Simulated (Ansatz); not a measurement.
# C2H5NSi: shift of H6 from C1 to Si2, part 3 of 3

Wanted: the energy profile along the shift of H6 from C1 to Si2, from relaxed end points and a band of images. SMILES of the start: C[SiH]=C=N.

Ansatz 0.2.0; UKS B3LYP/cc-pVDZ.

**13. Frames and traces**

The trajectory, every 8 steps (energies from step 0):

| time (fs) | T (K) | potential energy change (meV/atom) | total energy change (meV/atom) | H6–C1 (Å) | H6–Si2 (Å) |
| --- | --- | --- | --- | --- | --- |
| 0.0 | 300 | 0.0 | 0.00 | 1.75 | 1.59 |
| 4.0 | 158 | 14.4 | 0.14 | 1.70 | 1.52 |
| 8.0 | 144 | 15.9 | 0.16 | 1.71 | 1.58 |
| 12.0 | 178 | 12.5 | 0.18 | 1.69 | 1.67 |
| 16.0 | 931 | -63.2 | 0.24 | 1.46 | 1.73 |
| 20.0 | 1947 | -165.4 | 0.17 | 0.97 | 1.98 |
| 24.0 | 2295 | -200.7 | -0.13 | 1.31 | 2.65 |
| 28.0 | 1510 | -121.4 | 0.27 | 1.47 | 3.01 |
| 32.0 | 1877 | -161.0 | -2.42 | 0.99 | 2.81 |
| 36.0 | 1876 | -159.0 | -0.64 | 1.22 | 3.11 |
| 40.0 | 934 | -63.5 | 0.28 | 1.45 | 3.30 |
| 44.0 | 2175 | -190.3 | -1.84 | 1.01 | 2.82 |
| 48.0 | 2924 | -264.7 | -0.81 | 1.21 | 2.62 |
| 52.0 | 1290 | -99.2 | 0.31 | 1.51 | 2.51 |
| 56.0 | 2246 | -196.9 | -1.29 | 1.15 | 2.14 |
| 60.0 | 2590 | -232.7 | -2.54 | 1.05 | 2.13 |
| 64.0 | 1003 | -70.4 | 0.29 | 1.54 | 2.51 |
| 68.0 | 1468 | -117.3 | 0.13 | 1.41 | 2.57 |
| 72.0 | 1361 | -104.3 | 2.36 | 0.89 | 2.44 |
| 76.0 | 1212 | -91.4 | 0.30 | 1.38 | 2.98 |
| 80.0 | 1074 | -77.6 | 0.28 | 1.41 | 3.08 |
| 84.0 | 1237 | -92.2 | 2.04 | 0.88 | 2.69 |
| 88.0 | 1788 | -149.5 | 0.09 | 1.38 | 2.96 |
| 92.0 | 860 | -55.9 | 0.38 | 1.53 | 2.97 |
| 96.0 | 2338 | -207.5 | -2.63 | 1.04 | 2.52 |
| 100.0 | 2184 | -190.5 | -1.10 | 1.18 | 2.31 |

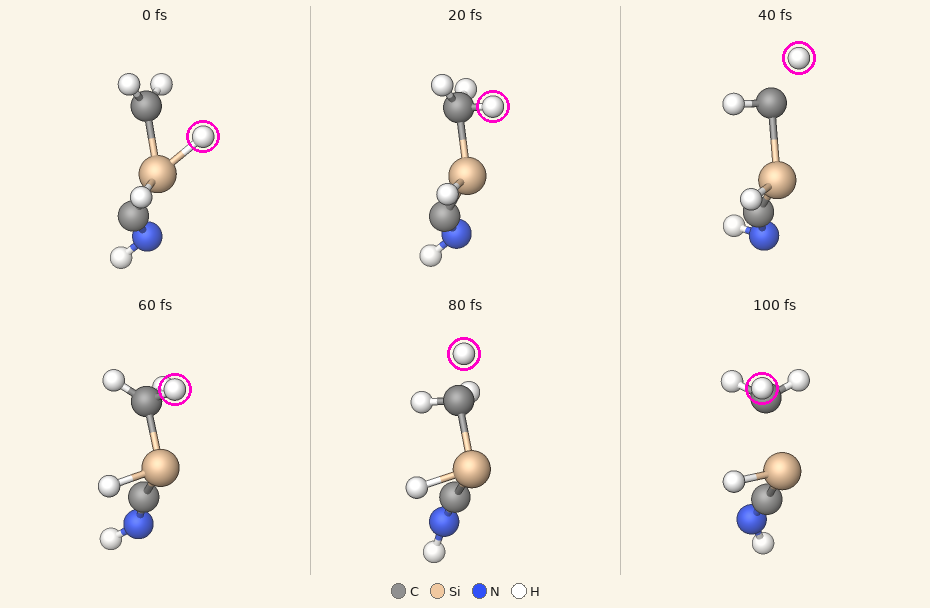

The system at six times, viewed from a free direction. Sticks join atoms within a bonding distance in each frame.

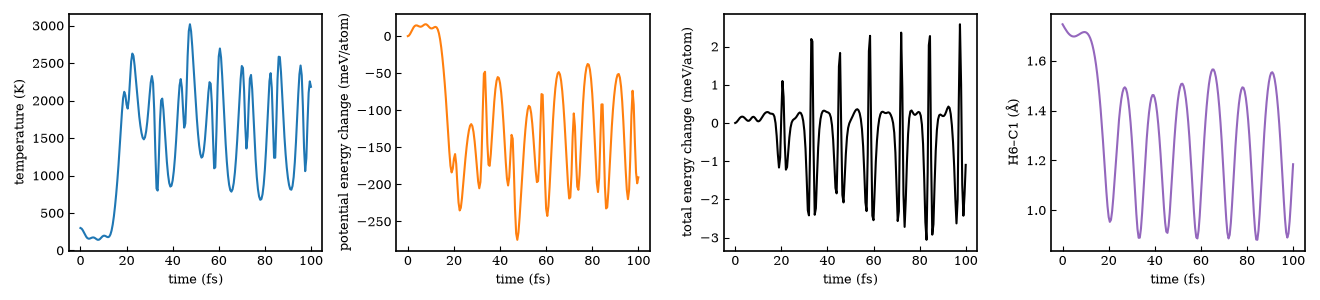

Traces against time; each panel has its own scale.

Bonds that form or break, judged by distance (formed within 1.15 times the sum of covalent radii and held on average over 12 fs, broken when stretched by half; pairs already stretched at the start don't count as bonds):

| time (fs) | bond | event |
| --- | --- | --- |
| 21.5 | Si2–H6 | breaks |
| 31.0 | C1–H6 | forms |

The last frame stands with the bonds of end A.

**14. Dynamics from the top**

It starts at the highest inner image of the first converged band: 200 steps of 0.5 fs at constant energy, with velocities drawn for 100 K.

input.yaml reads:

```yaml
crystal:
  periodic: [false, false, false]
  atoms:
    - { symbol: C, position_ang: [-1.152506, 1.148258, -0.429165] }
    - { symbol: Si, position_ang: [0.055231, -0.218779, -0.637538] }
    - { symbol: C, position_ang: [1.248924, -0.655451, 0.753196] }
    - { symbol: "N", position_ang: [1.378319, -1.448854, 1.686786] }
    - { symbol: H, position_ang: [-1.905413, 1.074071, 0.362392] }
    - { symbol: H, position_ang: [-1.46789, -0.46584, -1.017155] }
    - { symbol: H, position_ang: [-1.265823, 1.99425, -1.118352] }
    - { symbol: H, position_ang: [0.88165, -0.069236, -1.86751] }
    - { symbol: H, position_ang: [2.2275, -1.358418, 2.267347] }
magnetization:
  spin_polarized: true
basis:
  gaussian: { orbitals: cc-pVDZ }
hamiltonian:
  xc: b3lyp
md:
  timestep: 0.5
  n_steps: 200
  ensemble: nve
  temperature: 100.0
  initial_velocities: maxwell_boltzmann
  seed: 12548
```

On the command line:

```console
$ ansatz run input.yaml --threads 2 --pin off --max-ram 3072MiB --backend cpu --events-out ev --progress --plain --runs-dir out
```

What it wrote (excerpt; [...] marks lines left out):

```text
Warning: RAYON_NUM_THREADS=2 ignored (pool sized by the plan → 2); use --threads N
[...]
Functional definition: B3LYP
[...]
927 factors; integrals over basis functions are off by at most 3.4e-4 eV
[...]
mean field -11518.82412937 eV, -423.3089790150 hartree, gradient 1.5e-5 eV, S^2 0.541348; 5 other end points of the search recorded, 0 dependent functions left out
[...]
reference -11518.82438094 eV, -423.3089882598 hartree; 19, 19 occupied and 66, 66 virtual orbitals, 927 factors
[...]
md step    72: t =    36.00 fs  T =   476.2 K  F+E_penalty+E_count = -11519.16420609 eV  E_kin = 0.430865 eV  conserved = -11518.73334064 eV  (42 SCF iters)
[...]
md step    96: t =    48.00 fs  T =   963.5 K  F+E_penalty+E_count = -11519.60568727 eV  E_kin = 0.871795 eV  conserved = -11518.73389251 eV  (132 SCF iters)
md step    97: t =    48.50 fs  T =   969.8 K  F+E_penalty+E_count = -11519.61135552 eV  E_kin = 0.877483 eV  conserved = -11518.73387301 eV  (54 SCF iters)
```

**15. More of the same log: dynamics from the highest image of the converged band**

The log, continued (excerpt; [...] marks lines left out):

```text
md step    98: t =    49.00 fs  T =   971.0 K  F+E_penalty+E_count = -11519.61242610 eV  E_kin = 0.878596 eV  conserved = -11518.73383025 eV  (54 SCF iters)
[...]
md step   123: t =    61.50 fs  T =  1081.6 K  F+E_penalty+E_count = -11519.71241451 eV  E_kin = 0.978635 eV  conserved = -11518.73377919 eV  (37 SCF iters)
[...]
Atom 5 at    -0.659971    -1.617302    -1.267840 Å, force     0.127344     0.723688     0.035119 eV/Å
Atom 6 at    -0.716306     1.990525    -0.395069 Å, force     0.127605     0.655726     0.519847 eV/Å
Atom 7 at     1.047853     0.158820    -1.672554 Å, force    -0.035477     0.214172    -0.110214 eV/Å
Atom 8 at     0.677031    -1.276734     2.716295 Å, force    -0.424310    -0.228170     0.439403 eV/Å
Dipole moment:    -0.324482    -0.104574     0.270060 e Å
```

It took 4.9 min on 2 threads of Intel Xeon 6975P-C (Granite Rapids), shared host; peak memory 0.26 GiB.

**16. What the atoms did**

One step in 11; energies are changes from step 0:

| time (fs) | T (K) | potential energy change (meV/atom) | total energy change (meV/atom) | H6–C1 (Å) | H6–Si2 (Å) |
| --- | --- | --- | --- | --- | --- |
| 0.0 | 100 | 0.0 | 0.00 | 1.75 | 1.59 |
| 5.5 | 63 | 3.7 | 0.02 | 1.78 | 1.64 |
| 11.0 | 91 | 0.9 | 0.03 | 1.81 | 1.56 |
| 16.5 | 493 | -39.5 | 0.03 | 2.06 | 1.53 |
| 22.0 | 1081 | -98.6 | -0.06 | 2.63 | 1.62 |
| 27.5 | 1018 | -92.3 | -0.01 | 3.05 | 1.61 |
| 33.0 | 648 | -55.1 | 0.03 | 3.15 | 1.48 |
| 38.5 | 471 | -37.3 | 0.03 | 3.17 | 1.51 |
| 44.0 | 753 | -65.7 | 0.00 | 3.05 | 1.53 |
| 49.5 | 968 | -87.3 | -0.01 | 2.80 | 1.49 |
| 55.0 | 893 | -79.6 | 0.05 | 2.67 | 1.55 |
| 60.5 | 1049 | -95.4 | 0.00 | 2.62 | 1.49 |
| 66.0 | 1085 | -99.0 | -0.01 | 2.72 | 1.48 |
| 71.5 | 955 | -85.9 | 0.02 | 2.86 | 1.54 |
| 77.0 | 1115 | -102.1 | -0.01 | 2.77 | 1.48 |
| 82.5 | 1149 | -105.5 | -0.01 | 2.65 | 1.49 |
| 88.0 | 1055 | -96.0 | 0.02 | 2.60 | 1.52 |
| 93.5 | 1140 | -104.6 | 0.02 | 2.64 | 1.46 |
| 99.0 | 1380 | -128.8 | -0.05 | 2.88 | 1.53 |
| 100.0 | 1364 | -127.1 | -0.02 | 2.93 | 1.54 |

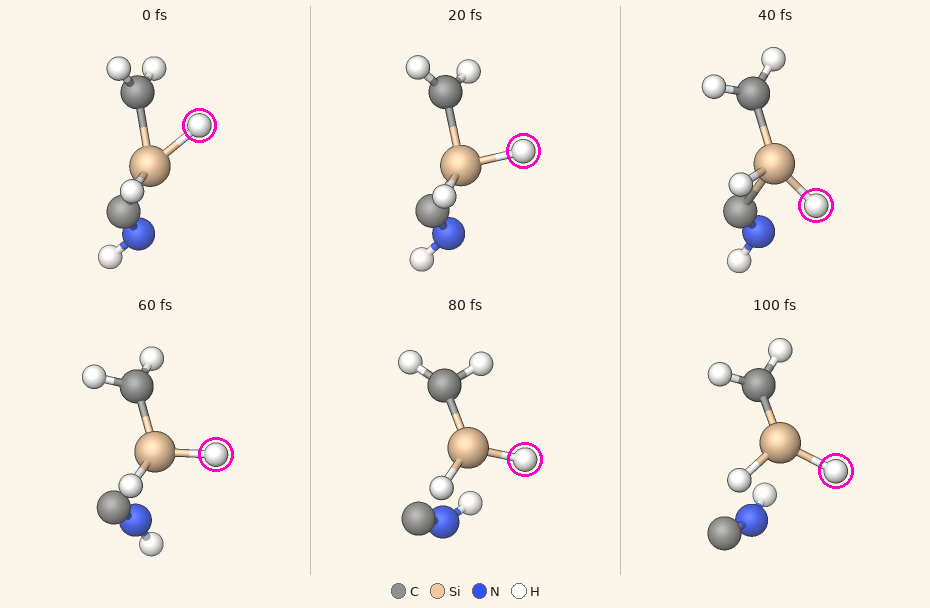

Six frames of the run, seen from a free direction. Sticks join atoms within a bonding distance in each frame.

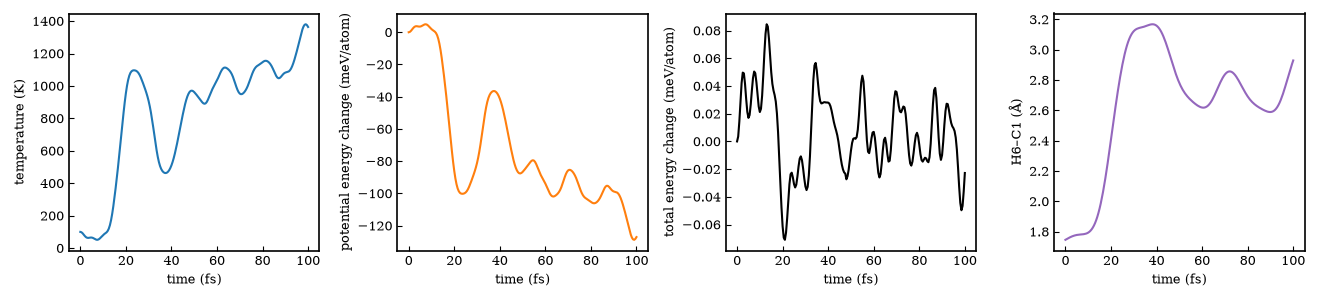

Time series of the run, each on its own scale.

Bonds that form or break, judged by distance (formed within 1.15 times the sum of covalent radii and held on average over 12 fs, broken when stretched by half; pairs already stretched at the start don't count as bonds):

| time (fs) | bond | event |
| --- | --- | --- |
| 78.0 | Si2–C3 | breaks |

The last frame stands with a bonding of neither end.

**17. Outcome**

The summary covers parts 1 to 3.

```
                                quantity                                                                    value
                                   end A                                                  8 moves, 0.258 eV lower
                                   end B                                                 12 moves, 1.583 eV lower
            first band: barrier forwards                                                                  2.87 eV
           first band: barrier backwards                                                                  1.45 eV
first band: second end relative to first                                                                +1.413 eV
               first band: highest image                                                    3 of 0 to 6, climbing
             first band: band iterations                                                                       13
              imaginary modes at the top                                                               1559i cm⁻¹
                             second band                top 2.867 eV above image 0, 14 iterations, 5 inner images
             time, first and second band                                                      2.1 min and 2.3 min
                              third band  top 2.716 eV above image 0, 11 iterations, 1 inner image, none climbing
              time, first and third band                                                         2.1 min and 36 s
       trajectory at 300 K, after 100 fs                                       with the bonds of end A, at 2184 K
       trajectory at 100 K, after 100 fs                                 with a bonding of neither end, at 1364 K
```

**Reading.** In the first band: along this path the system climbs 2.87 eV from the first end (111 kT at 300 K), which at an assumed attempt frequency of 10^13 s⁻¹ means a rate near 10^-35 s⁻¹. The second end lies 1.41 eV above the first, so the way back costs 1.45 eV. By distance, end A alone has C1–H6 and end B alone has Si2–H6. One imaginary mode, as a first-order saddle point has. The second band's top agrees with the first's to 1 meV, so the changed settings hardly move the height. The third band's top lies 151 meV below the first's, as a band that doesn't climb stops under the top. As for the third band: so few images can miss the top or cut a corner of the path. These are electronic energies, with no zero-point or thermal terms. Tunnelling, which matters where hydrogen moves, is missing too.
